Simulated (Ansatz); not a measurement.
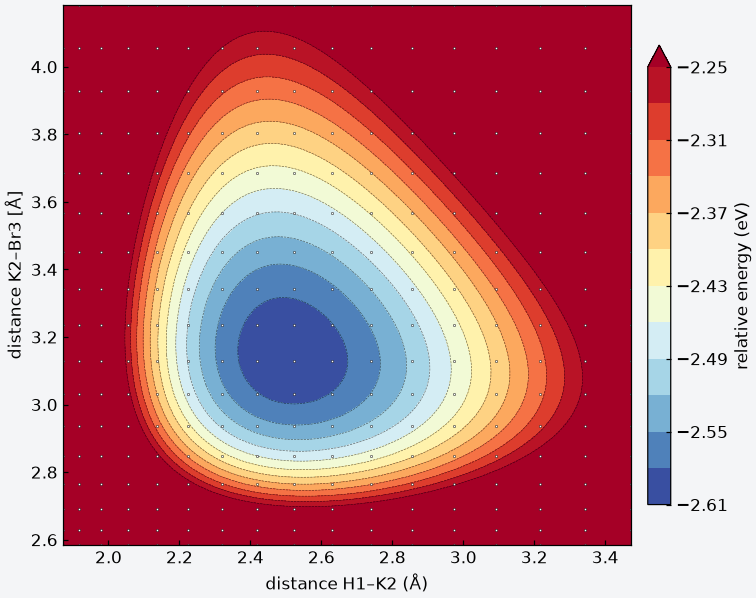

The system H⁻ + KBr. The first coordinate is: distance H1–K2; the second: distance K2–Br3. Nothing is relaxed (the angle H1–K2–Br3 is fixed at 180 degrees). The scan uses a 17 × 17 grid. Points are written as (first, second). Energies are in eV, from H with charge -1 far from the relaxed KBr (each part in its own basis). The reference is spin-restricted, so regions where a bond is pulled apart into radicals lie too high. Theory: RHF/def2-TZVPD in Ansatz.

The picture shows filled contours, dots at the grid points, one colour for all values above the top of the scale. Between grid points the surface is interpolated.

Question: Estimate the position of the minimum and the force constants in these coordinates.

Answer: The interpolated minimum is at distance H1–K2 ≈ 2.508 Å, distance K2–Br3 ≈ 3.145 Å. The curvatures there are about 2.1 eV/Å² and 2 eV/Å², with a cross term of about 0.2 eV/Å². Round the minimum the two coordinates are weakly coupled (coupling 0.10 in units of the two stiffnesses).
